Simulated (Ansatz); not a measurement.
## Σ5 (210) boundary in bcc W: structure and resistance

Aim: the relaxed structure and the specific resistance of the Σ5 (210) boundary in bcc W.

Program: Ansatz 0.2.0. Level of theory: Ansatz plane-wave DFT, PBE, PAW files; relaxation of a bicrystal slab with its lowest layers held; PAW set soft_1, in the first sound run; inputs show where later runs differ. Results are calculated unless marked as measured.

### Step 1. Set-up

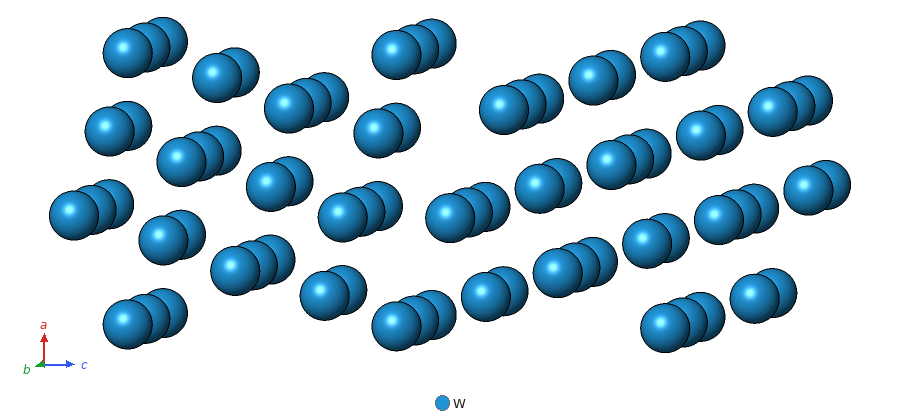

The cell as given, from the side, with the c axis across the page (tungsten blue). 1×2×1 cells are drawn. Some periodic images of atoms are drawn too.

The cell holds 27 atoms: 27 W. Its edges and angles: a = 7.077 Å, b = 3.165 Å, c = 30.107 Å, α = 90.0°, β = 90.0°, γ = 90.0°. It derives from W. built on the (2 1 0) plane; 2 overlapping atoms removed and the grains opened by 0 Å. Vacuum lies along c.

### Step 2. Relaxing the bicrystal

The boundary is built by mirroring the lower grain in the boundary plane and removing any atoms that overlap. A thin bicrystal slab is relaxed first, with the lowest layers held and the upper grain free to shift and open.

input.yaml

```yaml
crystal:
  lattice:
    - [7.0767079352, 0.0, 0.0]
    - [0.0, 3.1648, 0.0]
    - [0.0, 0.0, 30.1071114245]
  atoms:
    - { symbol: W, position: [0.3999999999, 0.0, 0.1660737202] }
    - { symbol: W, position: [0.6999999999, 0.5, 0.1895788245] }
    - { symbol: W, position: [0.9999999999, 0.0, 0.2130839288] }
    - { symbol: W, position: [0.2999999999, 0.5, 0.2365890331] }
    - { symbol: W, position: [0.6, 0.0, 0.2600941373] }
    - { symbol: W, position: [0.9, 0.5, 0.2835992416] }
    - { symbol: W, position: [0.2, 0.0, 0.3071043459] }
    - { symbol: W, position: [0.5, 0.5, 0.3306094502] }
    - { symbol: W, position: [0.8, 0.0, 0.3541145545] }
    - { symbol: W, position: [0.1, 0.5, 0.3776196587] }
    - { symbol: W, position: [0.4, 0.0, 0.401124763] }
    - { symbol: W, position: [0.7, 0.5, 0.4246298673] }
    - { symbol: W, position: [0.0, 0.0, 0.4481349716] }
    - { symbol: W, position: [0.4, 0.0, 0.4951451801] }
    - { symbol: W, position: [0.1, 0.5, 0.5186502844] }
    - { symbol: W, position: [0.8, 0.0, 0.5421553887] }
    - { symbol: W, position: [0.5, 0.5, 0.5656604929] }
    - { symbol: W, position: [0.2, 0.0, 0.5891655972] }
    - { symbol: W, position: [0.9, 0.5, 0.6126707015] }
    - { symbol: W, position: [0.6, 0.0, 0.6361758058] }
    - { symbol: W, position: [0.2999999999, 0.5, 0.6596809101] }
    - { symbol: W, position: [0.9999999999, 0.0, 0.6831860143] }
    - { symbol: W, position: [0.6999999999, 0.5, 0.7066911186] }
    - { symbol: W, position: [0.3999999999, 0.0, 0.7301962229] }
    - { symbol: W, position: [0.0999999999, 0.5, 0.7537013272] }
    - { symbol: W, position: [0.7999999999, 0.0, 0.7772064314] }
    - { symbol: W, position: [0.4999999999, 0.5, 0.8007115357] }
kpoints:
  mp_grid: { grid: [4, 7, 1] }
hamiltonian:
  xc: pbe
  pseudopotentials: { kind: paw, azcp: { folder: soft_1 } }
scf:
  occupations: { method: fermi_dirac, width: 0.1 }
relax:
  f_tol: 0.03
  max_steps: 80
  constraints: [{ sites: [0, 1, 2, 3, 4] }]
```

Started as:

```console
$ ansatz run input.yaml --threads 8 --pin off --max-ram 15360MiB --backend cpu --events-out ev --progress --plain --runs-dir out
```

Numbers of over 12 decimals in the logs are rounded to 6 here.

Log:

```text
Engine: ansatz 0.2.0, x86_64-unknown-linux-gnu
Pseudopotentials: kind: paw
Pseudopotential: W, paw, valence charge 14, recommended cutoff 420 eV (normal), soft_1/W.paw.azcp
Functional definition: PBE
  parameter kappa = 0.804
  parameter beta = 0.066725
  exchange = pbe_x(kappa = kappa, mu = beta*pi^2/3)
  correlation = pbe_c(beta = beta)
Crystal: 27 atoms, lattice volume = 674.290 Å³
Basis set: ecut = 420 eV, 13145 PW (Γ), exchange–correlation on 96×48×432 points (8 copies of the dense FFT grid, shifted against one another)
Bands: 227, of which v1, the nominal top of the filled ones, is band 189 counted from 1 (188 counted from 0)
Symmetry: 2 space group operations
Space group: Pm (ITA 6), of the structure as read, at distance tolerance 8.8e-5 Å
k-points: 12 of 28 (time reversal used)
Non-local potential: W, projectors of the file, l = 0: 3, l = 1: 2, l = 2: 2, l = 3: 1
PAW form: soft (Blöchl's): semilocal exchange-correlation on the pseudo side does not see the compensation charge
PAW one-centre angular grid: W, 590 points (default); XC on 64 Gauss nodes
Initial density: superposition of atomic densities (neutral atoms: chi_scale 0, normalization atom)
Initial wavefunctions: pseudopotential atomic-orbital guess
Functional: x = pbe(κ = 0.804, μ = 0.219515), c = pbe(β = 0.066725)
SCF iter   1: F=—  HF=-280416.311229 eV  |F-HF|=—  |Δ(HF+E_count)|=         —  Δρ=5.69e-2  dr2=2.12e2  ethr=3.10e-3  ⟨swp⟩=8.2  Hψ=11956  notcnv=0
preconditioner: auto → LDOS  [metal: Δε(μ)=0.005 eV  Ē_g=4.997 eV  σ=0.100 eV  W_gap=0.01  n_scr=176 (ndim 8)  ℏωp=18.2 eV  f_vac=0.282  D(μ)=20.98/eV (n_scr^D=156)  β→1.0]
SCF iter   2: F=—  HF=-280409.836186 eV  |F-HF|=—  |Δ(HF+E_count)|=    6.48e0  Δρ=4.03e-2  dr2=1.24e2  ethr=3.10e-3  ⟨swp⟩=4.2  Hψ=7143  notcnv=0  defer=4
SCF iter   3: F=—  HF=-280405.151645 eV  |F-HF|=—  |Δ(HF+E_count)|=    4.68e0  Δρ=8.51e-3  dr2=2.01e0  ethr=3.10e-3  ⟨swp⟩=3.8  Hψ=5893  notcnv=0  defer=6
SCF iter   4: F=—  HF=-280404.870550 eV  |F-HF|=—  |Δ(HF+E_count)|=   2.81e-1  Δρ=2.64e-3  dr2=8.44e-2  ethr=5.32e-4  ⟨swp⟩=3.0  Hψ=4355  notcnv=0  defer=6
SCF iter   5: F=—  HF=-280404.866005 eV  |F-HF|=—  |Δ(HF+E_count)|=   4.54e-3  Δρ=1.19e-3  dr2=5.65e-2  ethr=2.23e-5  ⟨swp⟩=3.0  Hψ=5239  notcnv=0  defer=6
SCF iter   6: F=—  HF=-280404.862750 eV  |F-HF|=—  |Δ(HF+E_count)|=   3.25e-3  Δρ=4.44e-4  dr2=9.00e-3  ethr=1.49e-5  ⟨swp⟩=2.0  Hψ=3472  notcnv=0  defer=6
SCF iter   7: F=—  HF=-280404.863837 eV  |F-HF|=—  |Δ(HF+E_count)|=   1.09e-3  Δρ=1.27e-4  dr2=3.62e-4  ethr=2.38e-6  ⟨swp⟩=2.0  Hψ=3390  notcnv=0  defer=6
SCF iter   8: F=—  HF=-280404.863876 eV  |F-HF|=—  |Δ(HF+E_count)|=   3.89e-5  Δρ=4.35e-5  dr2=3.16e-5  ethr=9.58e-8  ⟨swp⟩=2.8  Hψ=4046  notcnv=0  defer=6
SCF iter   9: F=-280404.863878 eV  HF=-280404.863882 eV  |F-HF|=3.53e-6  |Δ(HF+E_count)|=   6.11e-6  Δρ=1.42e-5  dr2=5.73e-6  ethr=5.95e-9  ⟨swp⟩=5.2  Hψ=8799  notcnv=0
SCF 1 converged in 9 iterations: F = -280404.863878 eV  dr2 = 5.73e-6
  greatest PAW one-centre occupation: 0.999 electrons in one spin orbital (limit 2), on the W atom at site 14 (counted from 0), in its partial waves of l = 0
relax step   1: F+E_penalty+E_count = -280404.86387818 eV  Δ(F+E_penalty+E_count) = +0.000e0 eV  max|allowed force component| = 1.820e0 eV/Å  Δτ_max = 0.0000 Å  (9 SCF iters, dr2 threshold 2.25e-5 eV, accepted)
Initial density: handed on by an earlier stage of this run
Initial wavefunctions: those handed on with the density
iter 1 solved again at ethr=7.97e-4 eV; its pass at ethr=3.10e-3 eV (dr2=3.01e0 eV) is discarded
SCF iter   1: F=—  HF=-280405.755028 eV  |F-HF|=—  |Δ(HF+E_count)|=         —  Δρ=1.08e-2  dr2=3.17e0  ethr=7.97e-4  ⟨swp⟩=1.7  Hψ=9287  notcnv=0  defer=4
preconditioner: auto → LDOS  [metal: Δε(μ)=0.002 eV  Ē_g=4.610 eV  σ=0.100 eV  W_gap=0.01  n_scr=176 (ndim 8)  ℏωp=18.2 eV  f_vac=0.289  D(μ)=19.26/eV (n_scr^D=138)  β→1.0]
SCF iter   2: F=—  HF=-280405.622431 eV  |F-HF|=—  |Δ(HF+E_count)|=   1.33e-1  Δρ=5.33e-3  dr2=7.74e-1  ethr=7.97e-4  ⟨swp⟩=3.9  Hψ=4425  notcnv=0  defer=4
SCF iter   3: F=—  HF=-280405.529160 eV  |F-HF|=—  |Δ(HF+E_count)|=   9.33e-2  Δρ=1.85e-3  dr2=8.54e-2  ethr=2.05e-4  ⟨swp⟩=2.7  Hψ=4684  notcnv=0  defer=5
SCF iter   4: F=—  HF=-280405.515713 eV  |F-HF|=—  |Δ(HF+E_count)|=   1.34e-2  Δρ=3.71e-4  dr2=2.67e-3  ethr=2.26e-5  ⟨swp⟩=3.0  Hψ=5033  notcnv=0  defer=6
SCF iter   5: F=—  HF=-280405.515590 eV  |F-HF|=—  |Δ(HF+E_count)|=   1.22e-4  Δρ=1.24e-4  dr2=2.47e-4  ethr=7.05e-7  ⟨swp⟩=2.5  Hψ=4415  notcnv=0  defer=6
SCF iter   6: F=-280405.515626 eV  HF=-280405.515640 eV  |F-HF|=1.35e-5  |Δ(HF+E_count)|=   4.93e-5  Δρ=5.20e-5  dr2=4.61e-5  ethr=2.65e-8  ⟨swp⟩=2.9  Hψ=9698  notcnv=0
SCF 2 converged in 6 iterations: F = -280405.515626 eV  dr2 = 4.61e-5
  greatest PAW one-centre occupation: 0.999 electrons in one spin orbital (limit 2), on the W atom at site 9 (counted from 0), in its partial waves of l = 0
relax step   2: F+E_penalty+E_count = -280405.51562627 eV  Δ(F+E_penalty+E_count) = -6.517e-1 eV  max|allowed force component| = 9.287e-1 eV/Å  Δτ_max = 0.2000 Å  (6 SCF iters, dr2 threshold 1.00e-4 eV, accepted)
SCF iter   1: F=—  HF=-280406.081523 eV  |F-HF|=—  |Δ(HF+E_count)|=         —  Δρ=1.66e-2  dr2=1.80e1  ethr=3.10e-3  ⟨swp⟩=5.4  Hψ=7086  notcnv=0  defer=4
preconditioner: auto → LDOS  [metal: Δε(μ)=0.018 eV  Ē_g=4.644 eV  σ=0.100 eV  W_gap=0.05  n_scr=176 (ndim 8)  ℏωp=18.2 eV  f_vac=0.295  D(μ)=19.65/eV (n_scr^D=140)  β→1.0]
SCF iter   2: F=—  HF=-280405.790572 eV  |F-HF|=—  |Δ(HF+E_count)|=   2.91e-1  Δρ=4.14e-3  dr2=3.89e-1  ethr=3.10e-3  ⟨swp⟩=2.0  Hψ=3397  notcnv=0  defer=3
SCF iter   3: F=—  HF=-280405.766044 eV  |F-HF|=—  |Δ(HF+E_count)|=   2.45e-2  Δρ=2.80e-3  dr2=1.71e-1  ethr=1.03e-4  ⟨swp⟩=3.1  Hψ=5871  notcnv=0  defer=3
SCF iter   4: F=—  HF=-280405.738142 eV  |F-HF|=—  |Δ(HF+E_count)|=   2.79e-2  Δρ=8.89e-4  dr2=1.44e-2  ethr=4.53e-5  ⟨swp⟩=2.0  Hψ=3778  notcnv=0  defer=3
SCF iter   5: F=—  HF=-280405.737089 eV  |F-HF|=—  |Δ(HF+E_count)|=   1.05e-3  Δρ=1.82e-4  dr2=9.41e-4  ethr=3.81e-6  ⟨swp⟩=2.0  Hψ=4649  notcnv=0  defer=3
SCF iter   6: F=—  HF=-280405.737039 eV  |F-HF|=—  |Δ(HF+E_count)|=   5.00e-5  Δρ=7.12e-5  dr2=1.00e-4  ethr=2.49e-7  ⟨swp⟩=2.0  Hψ=4043  notcnv=0  defer=3
SCF iter   7: F=-280405.737022 eV  HF=-280405.737027 eV  |F-HF|=4.40e-6  |Δ(HF+E_count)|=   1.21e-5  Δρ=2.23e-5  dr2=7.39e-6  ethr=1.43e-8  ⟨swp⟩=2.7  Hψ=10378  notcnv=0
SCF 3 converged in 7 iterations: F = -280405.737022 eV  dr2 = 7.39e-6
relax step   3: F+E_penalty+E_count = -280405.73702220 eV  Δ(F+E_penalty+E_count) = -2.214e-1 eV  max|allowed force component| = 6.089e-1 eV/Å  Δτ_max = 0.2000 Å  (7 SCF iters, dr2 threshold 5.39e-5 eV, accepted)
[...]
relax step   4: F+E_penalty+E_count = -280405.80343156 eV  Δ(F+E_penalty+E_count) = -6.641e-2 eV  max|allowed force component| = 2.725e-1 eV/Å  Δτ_max = 0.1231 Å  (6 SCF iters, dr2 threshold 9.65e-5 eV, accepted)
[...]
relax step   5: F+E_penalty+E_count = -280405.81090118 eV  Δ(F+E_penalty+E_count) = -7.470e-3 eV  max|allowed force component| = 3.840e-1 eV/Å  Δτ_max = 0.1015 Å  (7 SCF iters, dr2 threshold 1.49e-5 eV, accepted)
[...]
relax step   6: F+E_penalty+E_count = -280405.82365599 eV  Δ(F+E_penalty+E_count) = -1.275e-2 eV  max|allowed force component| = 2.249e-1 eV/Å  Δτ_max = 0.1311 Å  (6 SCF iters, dr2 threshold 2.95e-5 eV, accepted)
[...]
relax step   7: F+E_penalty+E_count = -280405.83457024 eV  Δ(F+E_penalty+E_count) = -1.091e-2 eV  max|allowed force component| = 6.685e-2 eV/Å  Δτ_max = 0.0537 Å  (5 SCF iters, dr2 threshold 1.73e-5 eV, accepted)
[...]
relax step   8: F+E_penalty+E_count = -280405.83579212 eV  Δ(F+E_penalty+E_count) = -1.222e-3 eV  max|allowed force component| = 6.276e-2 eV/Å  Δτ_max = 0.0282 Å  (8 SCF iters, accepted)
[...]
relax step   9: F+E_penalty+E_count = -280405.83674315 eV  Δ(F+E_penalty+E_count) = -9.510e-4 eV  max|allowed force component| = 3.510e-2 eV/Å  Δτ_max = 0.0215 Å  (7 SCF iters, accepted)
SCF iter   1: F=—  HF=-280405.838993 eV  |F-HF|=—  |Δ(HF+E_count)|=         —  Δρ=2.21e-3  dr2=2.46e-2  ethr=7.28e-5  ⟨swp⟩=3.8  Hψ=5409  notcnv=0  defer=1
preconditioner: auto → LDOS  [metal: Δε(μ)=0.027 eV  Ē_g=4.648 eV  σ=0.100 eV  W_gap=0.07  n_scr=176 (ndim 8)  ℏωp=18.2 eV  f_vac=0.296  D(μ)=18.38/eV (n_scr^D=122)  β→1.0]
SCF iter   2: F=—  HF=-280405.837167 eV  |F-HF|=—  |Δ(HF+E_count)|=   1.83e-3  Δρ=6.63e-4  dr2=5.94e-3  ethr=6.50e-6  ⟨swp⟩=2.1  Hψ=5107  notcnv=0  defer=1
SCF iter   3: F=—  HF=-280405.836163 eV  |F-HF|=—  |Δ(HF+E_count)|=   1.00e-3  Δρ=1.94e-4  dr2=6.52e-4  ethr=1.57e-6  ⟨swp⟩=2.7  Hψ=4780  notcnv=0  defer=1
SCF iter   4: F=—  HF=-280405.836056 eV  |F-HF|=—  |Δ(HF+E_count)|=   1.06e-4  Δρ=5.87e-5  dr2=7.58e-5  ethr=1.72e-7  ⟨swp⟩=3.0  Hψ=5456  notcnv=0  defer=1
SCF iter   5: F=—  HF=-280405.837083 eV  |F-HF|=—  |Δ(HF+E_count)|=   1.03e-3  Δρ=1.92e-5  dr2=4.11e-6  ethr=2.01e-8  ⟨swp⟩=2.0  Hψ=4685  notcnv=0  defer=1
SCF iter   6: F=—  HF=-280405.837083 eV  |F-HF|=—  |Δ(HF+E_count)|=   9.49e-8  Δρ=6.59e-6  dr2=5.88e-7  ethr=1.09e-9  ⟨swp⟩=2.7  Hψ=5084  notcnv=0  defer=1
SCF iter   7: F=—  HF=-280405.837083 eV  |F-HF|=—  |Δ(HF+E_count)|=   2.13e-7  Δρ=2.89e-6  dr2=1.51e-7  ethr=2.65e-11  ⟨swp⟩=5.8  Hψ=10053  notcnv=0
SCF iter   8: F=-280405.837083 eV  HF=-280405.837083 eV  |F-HF|=5.65e-9  |Δ(HF+E_count)|=   3.40e-8  Δρ=7.79e-7  dr2=1.07e-8  ethr=2.65e-11  ⟨swp⟩=5.0  Hψ=8671  notcnv=0
SCF 10 converged in 8 iterations: F = -280405.837083 eV  dr2 = 1.07e-8
relax step  10: F+E_penalty+E_count = -280405.83708299 eV  Δ(F+E_penalty+E_count) = -3.398e-4 eV  max|allowed force component| = 2.270e-2 eV/Å  Δτ_max = 0.0281 Å  (8 SCF iters, accepted)
SCF converged after 8 iterations
Free energy (F): -280405.837083 eV
Harris-Foulkes:  -280405.837083 eV  (|F-HF|=5.65e-9)
Internal energy: -280405.222596 eV  (E = F + TS)
E sigma→0 (E₀):  -280405.529839 eV
Entropy (-TS):   -0.614487 eV (-22.759 meV/atom)
Fermi energy:    12.664245 eV
--- Per-component energies (eV) ---
  E_band       = -5875.477334
  E_kinetic    = 11350.685362
  E_local      = -352852.141054  (includes V_loc(G=0)·N_el)
  E_nonlocal   = -680.228851
  E_hartree    = 173454.055441
  E_xc         = -7205.596778
  E_vxc        = -6216.452196  (∫ρ·V_xc dr)
  E_paw        = -231600.432895  (= ΣΔE_a)
  E_vpaw       = -4385.456232  (= ΣTr[D̂ρ^β])
  E_aug_tail   = 0.004024  (compensation charges beyond the density's cutoff)
  E_ewald      = 127128.432156
  E_smearing   = -0.614487  (= −TS)
  E_closure    = -0.000000  (closes the sum)
  Σ components = -280405.837083   (vs F -280405.837083, Δ=0.00e0)
--- Forces (eV/Å), atoms counted from 1 ---
  atom   1  W      0.74981619    -0.00000000     1.79082369
  atom   2  W     -0.91342266     0.00000000     0.10838908
  atom   3  W     -0.16232838     0.00000000    -0.33218952
  atom   4  W      0.15580701    -0.00000000    -1.25203658
  atom   5  W      0.17110458    -0.00000000    -0.32518812
  atom   6  W     -0.00272306     0.00000000     0.00577678
  atom   7  W      0.00860295    -0.00000000    -0.00245276
  atom   8  W      0.00572597    -0.00000000     0.00028792
  atom   9  W     -0.00442732     0.00000000     0.00911191
  atom  10  W      0.00641748    -0.00000000     0.00207036
  atom  11  W     -0.00180581     0.00000000    -0.00143361
  atom  12  W     -0.00462008    -0.00000000     0.00886326
  atom  13  W     -0.00977655     0.00000000    -0.00239958
  atom  14  W      0.00678230     0.00000000    -0.00266938
  atom  15  W      0.00956296     0.00000000    -0.01742476
  atom  16  W     -0.00117094    -0.00000000     0.01305416
  atom  17  W     -0.02270105     0.00000000    -0.00634294
  atom  18  W     -0.00788173    -0.00000000    -0.00356471
  atom  19  W      0.00678640    -0.00000000     0.02253234
  atom  20  W     -0.00285742    -0.00000000    -0.01469244
  atom  21  W     -0.00286701     0.00000000    -0.00617298
  atom  22  W      0.01364063     0.00000000     0.01449893
  atom  23  W      0.00410476    -0.00000000    -0.01007474
  atom  24  W     -0.00161617     0.00000000     0.00637913
  atom  25  W      0.00329850    -0.00000000     0.00362805
  atom  26  W     -0.01025532     0.00000000    -0.00585249
  atom  27  W      0.00673770    -0.00000000    -0.00290992
  max |Σ_I F_I| component: 6.61e-5 eV/Å
--- Relaxed structure (10 steps of the walk, 10 accepted, 0 SCFs on fresh bases) ---
  F+E_penalty+E_count = -280405.83708299 eV   max|allowed force component| = 2.270e-2 eV/Å
  atoms:
    - { symbol: W, position: [0.3999999999, 0.0, 0.166074] }
    - { symbol: W, position: [0.6999999999, 0.500000, 0.189579] }
    - { symbol: W, position: [1.000000, 0.0, 0.213084] }
    - { symbol: W, position: [0.2999999999, 0.500000, 0.236589] }
    - { symbol: W, position: [0.6, 0.0, 0.2600941373] }
    - { symbol: W, position: [0.899421, 0.500000, 0.283062] }
    - { symbol: W, position: [0.201058, -2.626754176800145e-19, 0.306690] }
    - { symbol: W, position: [0.502057, 0.500000, 0.331722] }
    - { symbol: W, position: [0.797699, 5.712862125563954e-19, 0.356290] }
    - { symbol: W, position: [0.099338, 0.500000, 0.375480] }
    - { symbol: W, position: [0.405280, -1.3107531922152412e-18, 0.401972] }
    - { symbol: W, position: [0.700772, 0.500000, 0.433278] }
    - { symbol: W, position: [0.034710, -8.616938257696302e-18, 0.444675] }
    - { symbol: W, position: [0.391155, 2.1957444146098415e-18, 0.487309] }
    - { symbol: W, position: [0.067188, 0.500000, 0.513910] }
    - { symbol: W, position: [0.761105, 9.655889869328712e-18, 0.530709] }
    - { symbol: W, position: [0.467488, 0.500000, 0.558342] }
    - { symbol: W, position: [0.165801, 8.489937568841137e-18, 0.582849] }
    - { symbol: W, position: [0.863847, 0.500000, 0.604689] }
    - { symbol: W, position: [0.566305, 8.364964645709232e-18, 0.628509] }
    - { symbol: W, position: [0.266732, 0.500000, 0.653036] }
    - { symbol: W, position: [0.965978, 8.44602869278701e-18, 0.676685] }
    - { symbol: W, position: [0.666936, 0.500000, 0.699382] }
    - { symbol: W, position: [0.363595, 9.037605016243086e-18, 0.724386] }
    - { symbol: W, position: [0.060379, 0.500000, 0.747798] }
    - { symbol: W, position: [0.759999, 9.930414652960591e-18, 0.769378] }
    - { symbol: W, position: [0.473965, 0.500000, 0.788796] }
```

Wall time 6.4 min (8 threads of Intel Xeon at 2.50GHz (Skylake/Cascade Lake), shared host); peak memory 5.4 GiB.

Step by step:

```csv
step,energy less that of the first step (eV),largest force component (eV/Å)
1,0.0000,1.8204
2,-0.6517,0.9287
3,-0.8731,0.6089
4,-0.9396,0.2725
5,-0.9470,0.3840
6,-0.9598,0.2249
7,-0.9707,0.0669
8,-0.9719,0.0628
9,-0.9729,0.0351
10,-0.9732,0.0227
```

Forces are held to the 2 operations that the run works with; a distortion that breaks them can't arise in this run.

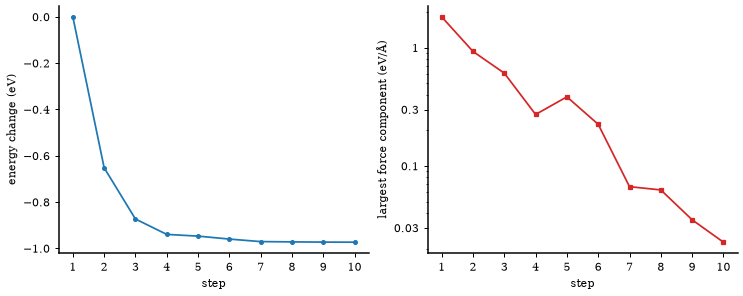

Energy and largest force along the relaxation.

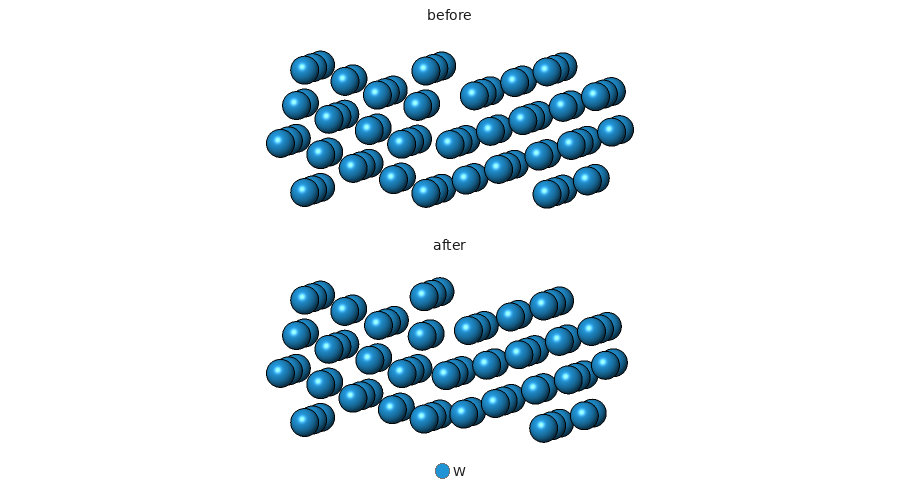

Before and after, at one scale.

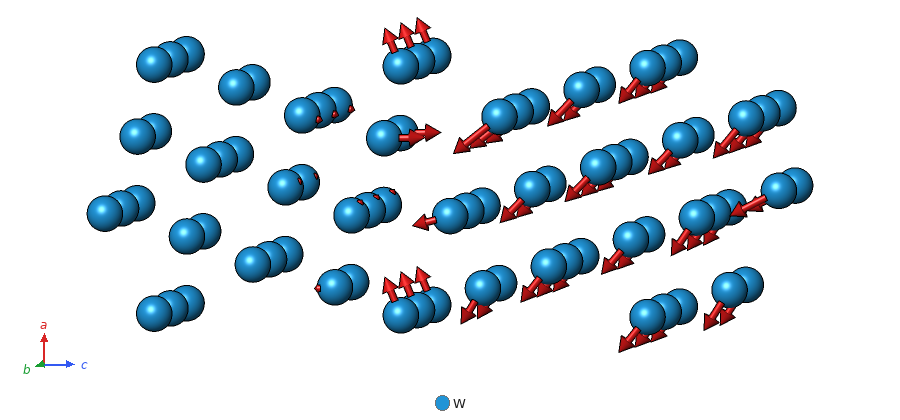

Displacements in the relaxation, exaggerated; the longest in the cell stands for 0.44 Å. 1×2×1 cells are drawn. Some periodic images of atoms are drawn too.

The atoms that moved most (Å):

```csv
atom,dx,dy,dz,length
W16,-0.275,0.000,-0.345,0.441
W27,-0.184,0.000,-0.359,0.403
W26,-0.283,0.000,-0.236,0.368
W19,-0.256,0.000,-0.240,0.351
W25,-0.280,0.000,-0.178,0.332
W20,-0.238,0.000,-0.231,0.332
W23,-0.234,0.000,-0.220,0.321
W17,-0.230,0.000,-0.220,0.319
```

Numbers from this step:

```yaml
free_energy: -280405.8371 eV
energy_at_zero_smearing: -280405.5298 eV
fermi_energy: 12.66 eV
```

The largest force component on a free atom ends at 0.023 eV/Å, under the tolerance of 0.03, after 10 steps.

[end of part 1 of 3]

[Logs are printed without paths, hosts, clocks, repeated set-up lines and the standing remarks that a program may print on its own settings, such as how far it seeks lower states.]

[Hosts, paths, dates, database ids (printed as entryN), source tags and the programs' standing remarks are cut or masked in the printed files.]
